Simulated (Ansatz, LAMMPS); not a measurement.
# Amorphous 86SiO2-14Al2O3 (mol %) (92 atoms): geometry optimisation, part 2 of 4

Aim: bring amorphous 86SiO2-14Al2O3 (mol %) (92 atoms) to a nearby minimum of the energy and see what moves.

Ansatz 0.2.0; Kohn-Sham DFT, PBE, PAW (set soft_2), plane waves.

The cell: 24 Si, 8 Al and 60 O. The quench rate of 50 K/ps is many orders above laboratory rates. The network of bonds at the start is that of the classical potential that made the cell. Only the Γ point is sampled in the main run, in a cell whose shortest periodic width is 11 Å.

So far. Step 3 (Single point at the start): Neighbours are counted within 2.08 Å (O-Si), 2.23 Å (O-Al).

### 4. Cell and atoms relaxed

The cell is relaxed with the atoms, since the starting lattice needn't suit this functional.

Input file input.yaml:

```yaml
crystal:
  lattice:
    - [10.9431, 0.0, 0.0]
    - [0.0, 10.9431, 0.0]
    - [0.0, 0.0, 10.9431]
  atoms:
    [... the 92 atom lines of step 3 ...]
kpoints:
  mp_grid: { grid: [1, 1, 1] }
hamiltonian:
  xc: pbe
scf:
  occupations: { method: fermi_dirac, width: 0.025 }
output:
  forces: true
relax:
  f_tol: 0.04
  max_steps: 250
  cell: {}
```

Run with:

```
$ ansatz run input.yaml --threads 4 --pin off --max-ram 8192MiB --backend cpu --events-out ev --progress --plain --runs-dir out
```

Numbers of over 12 decimals in the logs are rounded to 6 here.

What it wrote:

```text
[...]
Crystal: 92 atoms, lattice volume = 1310.452 Å³
Basis set: ecut = 420 eV, 25677 PW (Γ), exchange–correlation on 150×150×150 points (8 copies of the dense FFT grid, shifted against one another)
Bands: 332, of which v1, the nominal top of the filled ones, is band 240 counted from 1 (239 counted from 0)
Symmetry: 1 space group operations
[...]
k-points: 1
[...]
SCF iter   1: F=—  HF=-53702.338299 eV  |F-HF|=—  |Δ(HF+E_count)|=         —  Δρ=2.24e-3  dr2=1.18e-1  ethr=1.77e-3  ⟨swp⟩=6.0  Hψ=1595  notcnv=0  defer=52
[...]
SCF iter   9: F=-53702.325218 eV  HF=-53702.325218 eV  |F-HF|=9.49e-9  |Δ(HF+E_count)|=   7.44e-8  Δρ=1.49e-6  dr2=3.04e-8  ethr=2.08e-11  ⟨swp⟩=3.0  Hψ=1061  notcnv=0
SCF 1 converged in 9 iterations: F = -53702.325218 eV  dr2 = 3.04e-8
[...]
relax step   1: F+E_penalty+E_count = -53702.32521798 eV  Δ(F+E_penalty+E_count) = +0.000e0 eV  max|allowed force component| = 2.420e0 eV/Å  Δτ_max = 0.0000 Å  P = +3.623 GPa  Ω = 1310.452 Å³  (9 SCF iters, dr2 threshold 1.00e-7 eV, accepted)
[... from here on, the SCF cycles and remarks between the steps are left out ...]
relax step   2: F+E_penalty+E_count = -53704.00331380 eV  Δ(F+E_penalty+E_count) = -1.678e0 eV  max|allowed force component| = 1.630e0 eV/Å  Δτ_max = 0.0743 Å  P = +1.944 GPa  Ω = 1321.559 Å³  energy of the carried Pulay correction = -3.584e-2 eV  (7 SCF iters, dr2 threshold 9.20e-6 eV, accepted)
relax step   3: F+E_penalty+E_count = -53705.76656149 eV  Δ(F+E_penalty+E_count) = -1.763e0 eV  max|allowed force component| = 3.676e-1 eV/Å  Δτ_max = 0.1937 Å  P = -0.341 GPa  Ω = 1321.408 Å³  energy of the carried Pulay correction = -3.535e-2 eV  (8 SCF iters, dr2 threshold 9.20e-6 eV, accepted)
relax step   4: F+E_penalty+E_count = -53706.03825903 eV  Δ(F+E_penalty+E_count) = -2.717e-1 eV  max|allowed force component| = 6.608e-1 eV/Å  Δτ_max = 0.1148 Å  P = -0.044 GPa  Ω = 1308.096 Å³  energy of the carried Pulay correction = +7.639e-3 eV  (7 SCF iters, dr2 threshold 8.44e-6 eV, accepted)
relax step   5: F+E_penalty+E_count = -53706.24149221 eV  Δ(F+E_penalty+E_count) = -2.032e-1 eV  max|allowed force component| = 2.566e-1 eV/Å  Δτ_max = 0.2000 Å  P = +0.073 GPa  Ω = 1295.940 Å³  energy of the carried Pulay correction = +4.728e-2 eV  (8 SCF iters, dr2 threshold 9.20e-6 eV, accepted)
relax step   6: F+E_penalty+E_count = -53706.33729001 eV  Δ(F+E_penalty+E_count) = -9.580e-2 eV  max|allowed force component| = 4.583e-1 eV/Å  Δτ_max = 0.2000 Å  P = +0.039 GPa  Ω = 1298.488 Å³  energy of the carried Pulay correction = +3.894e-2 eV  (8 SCF iters, dr2 threshold 4.11e-6 eV, accepted)
relax step   7: F+E_penalty+E_count = -53706.43286598 eV  Δ(F+E_penalty+E_count) = -9.558e-2 eV  max|allowed force component| = 2.042e-1 eV/Å  Δτ_max = 0.2000 Å  P = -0.062 GPa  Ω = 1299.787 Å³  energy of the carried Pulay correction = +3.470e-2 eV  (7 SCF iters, dr2 threshold 9.20e-6 eV, accepted)
relax step   8: F+E_penalty+E_count = -53706.44162837 eV  Δ(F+E_penalty+E_count) = -8.762e-3 eV  max|allowed force component| = 7.796e-1 eV/Å  Δτ_max = 0.1942 Å  P = -0.089 GPa  Ω = 1296.511 Å³  energy of the carried Pulay correction = +4.541e-2 eV  (7 SCF iters, dr2 threshold 2.61e-6 eV, rejected (line search))
relax step   9: F+E_penalty+E_count = -53706.50730892 eV  Δ(F+E_penalty+E_count) = -7.444e-2 eV  max|allowed force component| = 1.528e-1 eV/Å  Δτ_max = 0.0971 Å  P = -0.023 GPa  Ω = 1296.615 Å³  energy of the carried Pulay correction = +4.507e-2 eV  (11 SCF iters, accepted)
relax step  10: F+E_penalty+E_count = -53706.57209752 eV  Δ(F+E_penalty+E_count) = -6.479e-2 eV  max|allowed force component| = 2.562e-1 eV/Å  Δτ_max = 0.0976 Å  P = -0.041 GPa  Ω = 1293.864 Å³  energy of the carried Pulay correction = +5.409e-2 eV  (7 SCF iters, dr2 threshold 1.46e-6 eV, accepted)
relax step  11: F+E_penalty+E_count = -53706.66152088 eV  Δ(F+E_penalty+E_count) = -8.942e-2 eV  max|allowed force component| = 4.080e-1 eV/Å  Δτ_max = 0.1451 Å  P = +0.038 GPa  Ω = 1289.832 Å³  energy of the carried Pulay correction = +6.734e-2 eV  (7 SCF iters, dr2 threshold 4.10e-6 eV, accepted)
relax step  12: F+E_penalty+E_count = -53706.59446984 eV  Δ(F+E_penalty+E_count) = +6.705e-2 eV  max|allowed force component| = 1.736e0 eV/Å  Δτ_max = 0.1952 Å  P = +0.105 GPa  Ω = 1284.961 Å³  energy of the carried Pulay correction = +8.341e-2 eV  (7 SCF iters, dr2 threshold 9.20e-6 eV, rejected (line search))
relax step  13: F+E_penalty+E_count = -53706.77629264 eV  Δ(F+E_penalty+E_count) = -1.148e-1 eV  max|allowed force component| = 1.704e-1 eV/Å  Δτ_max = 0.0976 Å  P = -0.011 GPa  Ω = 1288.813 Å³  energy of the carried Pulay correction = +7.070e-2 eV  (11 SCF iters, accepted)
relax step  14: F+E_penalty+E_count = -53706.83540906 eV  Δ(F+E_penalty+E_count) = -5.912e-2 eV  max|allowed force component| = 7.093e-2 eV/Å  Δτ_max = 0.1000 Å  P = -0.003 GPa  Ω = 1286.753 Å³  energy of the carried Pulay correction = +7.749e-2 eV  (7 SCF iters, dr2 threshold 1.81e-6 eV, accepted)
[...]
relax step  21: F+E_penalty+E_count = -53706.93088641 eV  Δ(F+E_penalty+E_count) = -1.005e-2 eV  max|allowed force component| = 1.980e-1 eV/Å  Δτ_max = 0.1081 Å  P = -0.009 GPa  Ω = 1281.312 Å³  energy of the carried Pulay correction = +9.548e-2 eV  (7 SCF iters, dr2 threshold 8.68e-7 eV, accepted)
relax step  22: F+E_penalty+E_count = -53706.95104262 eV  Δ(F+E_penalty+E_count) = -2.016e-2 eV  max|allowed force component| = 7.000e-2 eV/Å  Δτ_max = 0.1195 Å  P = +0.062 GPa  Ω = 1279.599 Å³  energy of the carried Pulay correction = +1.012e-1 eV  (7 SCF iters, dr2 threshold 2.45e-6 eV, accepted)
relax step  23: F+E_penalty+E_count = -53706.95060283 eV  Δ(F+E_penalty+E_count) = +4.398e-4 eV  max|allowed force component| = 2.082e-2 eV/Å  Δτ_max = 0.0477 Å  P = -0.010 GPa  Ω = 1281.130 Å³  energy of the carried Pulay correction = +9.608e-2 eV  (7 SCF iters, dr2 threshold 3.06e-7 eV, accepted)
relax step  24: F+E_penalty+E_count = -53706.95013453 eV  Δ(F+E_penalty+E_count) = +4.683e-4 eV  max|allowed force component| = 1.089e-1 eV/Å  Δτ_max = 0.0554 Å  P = -0.094 GPa  Ω = 1280.809 Å³  energy of the carried Pulay correction = +9.714e-2 eV  (10 SCF iters, rejected (line search))
relax step  25: F+E_penalty+E_count = -53706.95119588 eV  Δ(F+E_penalty+E_count) = -5.931e-4 eV  max|allowed force component| = 7.671e-2 eV/Å  Δτ_max = 0.0271 Å  P = +0.010 GPa  Ω = 1280.913 Å³  energy of the carried Pulay correction = +9.680e-2 eV  (10 SCF iters, rejected (line search))
relax step  26: F+E_penalty+E_count = -53706.95200572 eV  Δ(F+E_penalty+E_count) = -1.403e-3 eV  max|allowed force component| = 4.785e-2 eV/Å  Δτ_max = 0.0133 Å  P = +0.009 GPa  Ω = 1280.911 Å³  energy of the carried Pulay correction = +9.681e-2 eV  (9 SCF iters, accepted)
relax step  27: F+E_penalty+E_count = -53706.95085941 eV  Δ(F+E_penalty+E_count) = +1.146e-3 eV  max|allowed force component| = 4.325e-2 eV/Å  Δτ_max = 0.0295 Å  P = +0.023 GPa  Ω = 1281.232 Å³  energy of the carried Pulay correction = +9.574e-2 eV  (7 SCF iters, dr2 threshold 1.43e-7 eV, rejected (line search))
relax step  28: F+E_penalty+E_count = -53706.95132921 eV  Δ(F+E_penalty+E_count) = +6.765e-4 eV  max|allowed force component| = 7.710e-2 eV/Å  Δτ_max = 0.0141 Å  P = -0.010 GPa  Ω = 1281.161 Å³  energy of the carried Pulay correction = +9.598e-2 eV  (9 SCF iters, accepted)
relax step  29: F+E_penalty+E_count = -53706.95050688 eV  Δ(F+E_penalty+E_count) = +8.223e-4 eV  max|allowed force component| = 2.159e-2 eV/Å  Δτ_max = 0.0500 Å  P = -0.003 GPa  Ω = 1281.522 Å³  energy of the carried Pulay correction = +9.478e-2 eV  (7 SCF iters, dr2 threshold 3.72e-7 eV, accepted)
relax step  30: F+E_penalty+E_count = -53706.93499124 eV  Δ(F+E_penalty+E_count) = +1.552e-2 eV  max|allowed force component| = 2.173e-2 eV/Å  Δτ_max = 0.0000 Å  P = -0.044 GPa  Ω = 1281.522 Å³  stress off target by 2.82e-1 GPa  SCF on the basis re-selected at this cell (its energy is not comparable with the rows above)  (7 SCF iters)
relax step  31: F+E_penalty+E_count = -53706.94222169 eV  Δ(F+E_penalty+E_count) = -7.230e-3 eV  max|allowed force component| = 1.701e-1 eV/Å  Δτ_max = 0.0645 Å  P = +0.027 GPa  Ω = 1279.250 Å³  energy of the carried Pulay correction = +7.476e-3 eV  (8 SCF iters, dr2 threshold 1.99e-7 eV, rejected (line search))
relax step  32: F+E_penalty+E_count = -53706.94735696 eV  Δ(F+E_penalty+E_count) = -1.237e-2 eV  max|allowed force component| = 3.218e-2 eV/Å  Δτ_max = 0.0240 Å  P = +0.011 GPa  Ω = 1280.145 Å³  energy of the carried Pulay correction = +4.506e-3 eV  (10 SCF iters, accepted)
relax step  33: F+E_penalty+E_count = -53706.94045817 eV  Δ(F+E_penalty+E_count) = +6.899e-3 eV  max|allowed force component| = 3.222e-2 eV/Å  Δτ_max = 0.0000 Å  P = +0.005 GPa  Ω = 1280.145 Å³  stress off target by 3.90e-2 GPa  SCF on the basis re-selected at this cell (its energy is not comparable with the rows above)  (5 SCF iters)
[...]
SCF converged after 5 iterations
Free energy (F): -53706.940458 eV
[...]
Internal energy: -53706.940458 eV  (E = F + TS)
E sigma→0 (E₀):  -53706.940458 eV
Fermi energy:    4.431572 eV
[...]
--- Forces (eV/Å), atoms counted from 1 ---
  atom   1  Si    -0.00129042     0.00456876    -0.00165369
  atom   2  Si    -0.00192584     0.00694964     0.00298465
  atom   3  Si     0.00280741    -0.00222079     0.01158184
  atom   4  Si    -0.00185420    -0.00019678     0.00320000
  atom   5  Si    -0.00331854     0.00121608    -0.00847163
  atom   6  Si     0.01136668    -0.00518208    -0.00321135
  atom   7  Si    -0.00510600    -0.00633597    -0.00603485
  atom   8  Si    -0.00152864     0.00128609     0.00016266
  atom   9  Si     0.00406605     0.00456597     0.00050483
  atom  10  Si     0.00290610     0.00166841     0.00097063
  atom  11  Si    -0.00910647    -0.00270163     0.00056745
  atom  12  Si    -0.01164438     0.00399792     0.00116572
  atom  13  Si    -0.00073466    -0.00186469     0.00142773
  atom  14  Si    -0.00078858     0.00437209     0.00768289
[...]
atom  91  O      0.00094727    -0.00280986    -0.00164619
  atom  92  O     -0.00138232     0.00204938     0.00016000
  max |Σ_I F_I| component: 5.60e-5 eV/Å
--- Stress (GPa, compression-positive) ---
        0.013516      -0.000294      -0.023480
       -0.000295      -0.014639       0.009672
       -0.023488       0.009674       0.015444
  P = ⅓ Tr σ = 0.0048 GPa (0.048 kbar)
--- Relaxed structure (31 steps of the walk, 24 accepted, 2 SCFs on fresh bases) ---
  F+E_penalty+E_count = -53706.94045817 eV   max|allowed force component| = 3.222e-2 eV/Å   (the final SCF, on the basis selected at the relaxed cell)
  cell:  # Å, volume = 1280.1445 Å³
    - [11.044311, 0.123134, -0.265430]
    - [0.123134, 10.538952, 0.179869]
    - [-0.265430, 0.179869, 11.009218]
  atoms:
    - { symbol: Si, position: [0.432259, 0.637443, 0.174024] }
    - { symbol: Si, position: [0.204273, 0.797733, 0.912672] }
    - { symbol: Si, position: [0.739321, 0.822462, 0.963700] }
    - { symbol: Si, position: [0.842721, 0.521227, 0.331645] }
[...]
- { symbol: O, position: [0.184801, 0.692730, 0.483951] }
```

It took 6.1 min on 4 threads of Arm Neoverse V2, shared host; peak memory 1.5 GiB.

Relaxation path (22 of 33):

```tsv
step	energy less that of the first step (eV)	largest force component (eV/Å)	pressure (GPa)	volume (Å³)
1	0.0000	2.4205	3.62	1310.45
3	-3.4413	0.3676	-0.34	1321.41
4	-3.7130	0.6608	-0.04	1308.10
6	-4.0121	0.4583	0.04	1298.49
7	-4.1076	0.2042	-0.06	1299.79
9	-4.1821	0.1528	-0.02	1296.62
10	-4.2469	0.2562	-0.04	1293.86
12	-4.2693	1.7358	0.11	1284.96
13	-4.4511	0.1704	-0.01	1288.81
15	-4.5500	0.1231	0.01	1284.71
16	-4.5345	0.5738	0.03	1283.61
18	-4.5711	0.1196	-0.10	1284.57
19	-4.5789	0.2173	-0.05	1282.74
21	-4.6057	0.1980	-0.01	1281.31
22	-4.6258	0.0700	0.06	1279.60
24	-4.6249	0.1089	-0.09	1280.81
25	-4.6260	0.0767	0.01	1280.91
27	-4.6256	0.0432	0.02	1281.23
28	-4.6261	0.0771	-0.01	1281.16
30*	-4.6098	0.0217	-0.04	1281.52
31	-4.6170	0.1701	0.03	1279.25
33*	-4.6152	0.0322	0.00	1280.14
```

Relaxation steps marked * repeat the geometry before them on a plane-wave basis chosen anew for their cell, so energy and pressure can jump there. Other such steps can lie between the rows shown. Relaxation steps 8, 12, 16, 24, 25, 27, 31 were tried and not accepted.

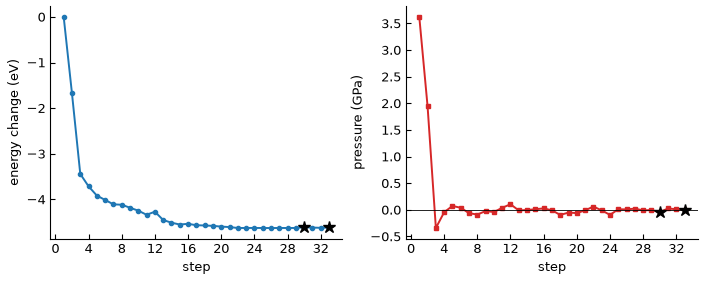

Energy and pressure along the relaxation. Stars mark steps on a basis chosen anew.

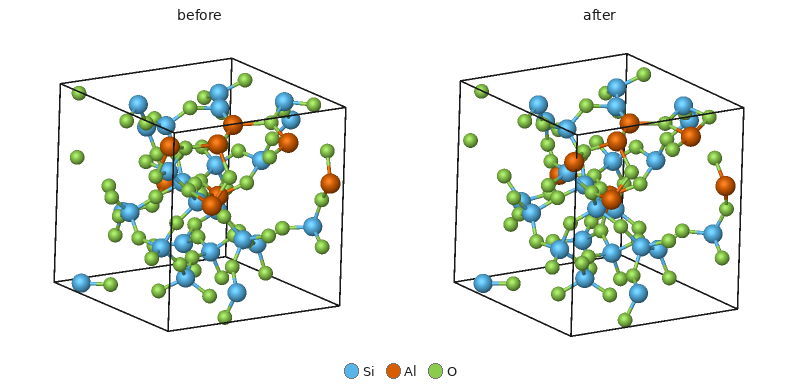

Before and after, at one scale. Bonds to atoms that aren't drawn are left out.

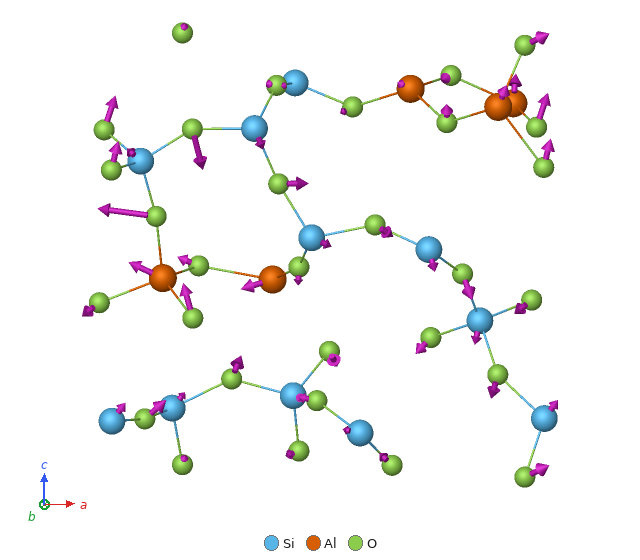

Displacements in the relaxation, exaggerated, measured against the changing cell; the longest in the cell stands for 1.07 Å. Drawn is a slice 4 Å thick, seen along the normal of the ac plane. Bonds to atoms that aren't drawn are left out.

```tsv
cell as run	before	after	change
a (Å)	10.943	11.048	+1.0 %
b (Å)	10.943	10.541	-3.7 %
c (Å)	10.943	11.014	+0.6 %
α (°)	90.00	88.10	-2.1 %
β (°)	90.00	92.75	+3.1 %
γ (°)	90.00	88.72	-1.4 %
volume (Å³/atom)	14.24	13.91	-2.3 %
```

The atoms that moved most (Å, as changes of fractional coordinates times the final cell):

```tsv
atom	dx	dy	dz	length
O57	-1.038	0.251	0.125	1.075
O40	-0.184	-0.305	0.822	0.896
Al26	0.582	-0.244	-0.575	0.853
O75	0.434	-0.421	-0.530	0.804
O82	-0.594	-0.232	-0.481	0.799
O38	0.197	0.254	-0.723	0.791
O68	0.197	-0.363	0.550	0.688
O72	0.320	0.269	-0.406	0.583
```

The relaxation changed the energy by -50.2 meV/atom, and atoms moved by 0.38 Å r.m.s., 1.1 Å at most.

### 5. Structure statistics after relaxation

Bonds before and after, by the cutoffs listed below:

```tsv
pair	bonds before	bonds after	mean before (Å)	mean after (Å)	spread before (Å)	spread after (Å)
O-Si	96	96	1.619	1.636	0.031	0.033
O-Al	31	33	1.788	1.827	0.150	0.117
```

Density 2.40 g/cm³, 13.91 Å³ an atom.

Pair distribution functions g(r), in bins of 0.2 Å:

```tsv
r (Å)	total	O-O	O-Si	O-Al	Si-Si	Si-Al	Al-Al
1.50	0.15	0.00	0.43	0.00	0.00	0.00	0.00
1.70	4.81	0.00	12.24	5.68	0.00	0.00	0.00
1.90	0.51	0.00	0.00	4.47	0.00	0.00	0.00
2.10	0.03	0.00	0.00	0.25	0.00	0.00	0.00
2.30	0.05	0.05	0.00	0.21	0.00	0.00	0.00
2.50	0.35	0.78	0.00	0.17	0.00	0.00	0.00
2.70	2.21	5.16	0.00	0.00	0.00	0.37	0.00
2.90	0.93	1.33	0.09	0.37	2.65	1.86	3.60
3.10	1.07	1.00	0.33	0.64	3.68	4.17	3.32
3.30	0.71	0.59	0.64	0.77	0.84	0.99	5.94
3.50	0.79	0.32	1.41	1.21	0.00	0.66	1.28
3.70	0.72	0.44	1.08	1.30	0.13	0.19	0.00
3.90	1.12	0.77	1.87	1.19	0.12	0.18	1.00
4.10	1.13	0.68	1.82	1.20	0.83	0.32	0.96
4.30	1.09	0.81	1.33	1.54	1.14	0.85	0.85
4.50	0.90	0.78	0.87	1.21	1.15	1.29	0.00
4.70	1.10	1.40	0.66	1.15	1.19	1.45	0.70
4.90	1.03	1.34	0.71	0.62	1.46	1.11	0.00
5.10	1.08	1.56	0.65	0.54	1.36	0.81	1.23
```

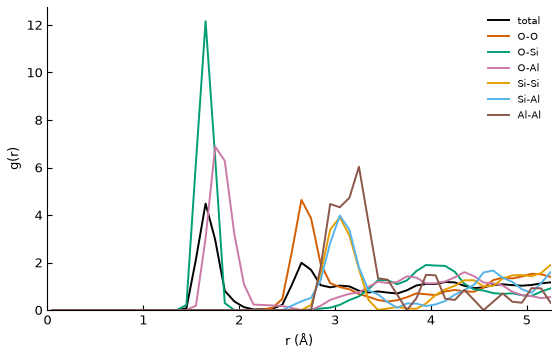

Pair distribution functions, lightly smoothed.

Bonds by pair of elements; cutoffs follow the first minimum of g(r), held within bounds set by covalent radii, and pairs that aren't listed don't count as bonded:

```tsv
pair A-B	cutoff (Å)	bonds	mean length (Å)	spread (Å)	shortest (Å)	B about A	A about B
O-Si	2.12	96	1.64	0.033	1.59	1.6	4
O-Al	2.38	33	1.83	0.117	1.70	0.55	4.12
```

How many atoms have how many bonded neighbours:

```tsv
element	mean	2	3	4	5
Al	4.12	0	0	7	1
O	2.15	51	9	0	0
Si	4	0	0	24	0
```

Bond angles (no mean is given where the spread exceeds 20°):

```tsv
angle	count	mean (°)	spread (°)
O-Si-O	144	109	4.4
O-Al-O	52	109	19.2
Si-O-Si	38	142	15
Al-O-Si	30	127	16.8
Al-O-Al	10	118	14.1
```

Oxygen atoms by the number of network formers (Si, P, Ge, B, Al, As, Ga) bound to them:

```tsv
network formers bound to O	O atoms	per cent
0	0	0
1	0	0
2	51	85
3	9	15
```

Network units: each former by its oxygen neighbours and how many of them bridge to another former:

```tsv
former	O neighbours	bridging O	atoms
Si	4	4	24
Al	4	4	7
Al	5	5	1
```

Bond length by coordination (bonds to H left out):

```tsv
element	coordination	atoms	mean bond length (Å)
Al	4	7	1.80
Al	5	1	1.95
O	2	51	1.64
O	3	9	1.84
```

Rings of the network by King's shortest-path rule, up to 12 atoms, one path for each pair of neighbours; H, halogens, alkali and alkaline-earth atoms are left out, and the last column divides by all other atoms, bonded or not:

```tsv
ring size (atoms)	rings	per network atom
4	2	0.022
6	8	0.087
8	11	0.12
10	20	0.217
12	28	0.304
```

First main peaks of g(r), for some of the pairs, lie near 2.7 Å (O-O), 1.6 Å (O-Si), 1.8 Å (O-Al), 3.0 Å (Si-Si) and 3.1 Å (Si-Al). Counting bonds as in the table, 88 % of Al atoms have 4, 85 % of O atoms have 2 and all Si atoms have 4 bonded neighbours. The O-Si-O angle averages 109° with a spread of 4°. 85 % of the oxygens bridge two formers (Si and Al) and 0 % are non-bridging; 15 % join three. The commonest Si unit has 4 oxygens, 4 of them shared with other formers (24 of 24 atoms). Rings of 12 atoms are the most common (41 % of those counted); sizes run from 4 to 12, where the search stops.

(Continued in part 3 of 4.)

[Logs are printed without paths, hosts, clocks, repeated set-up lines and the standing remarks that a program may print on its own settings, such as how far it seeks lower states.]

[Hosts, paths, dates, database ids (printed as entryN), source tags and the programs' standing remarks are cut or masked in the printed files.]
